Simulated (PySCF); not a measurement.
Vertical excitations of a molecule C₃H₉Ga from TDA-PBE/def2-SVPD run with PySCF, as energy in eV (oscillator strength): 3.88 (0.001), 4.86 (0.000), 5.88 (0.005), 5.93 (0.000), 5.93 (0.004), 6.64 (0.220), 6.85 (0.038), 6.89 (0.039), 6.91 (0.000), 6.97 (0.000). Lowest triplet (TDA): 3.56 eV. Coordinates come from a B3LYP-D3(BJ)/def2-SVP optimisation. One conformer was computed; it need not be the lowest.

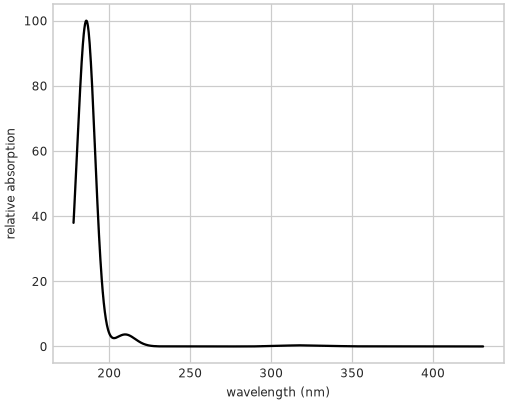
The lines broadened by 0.4 eV.

Problem. Which molecule gave these data?
A) C[CH2][GaH][CH3]
B) C[CH](C)[GaH2]
C) CC[CH2][GaH2]
D) [CH3][Ga]([CH3])[CH3]

Solution. B, C[CH](C)[GaH2]
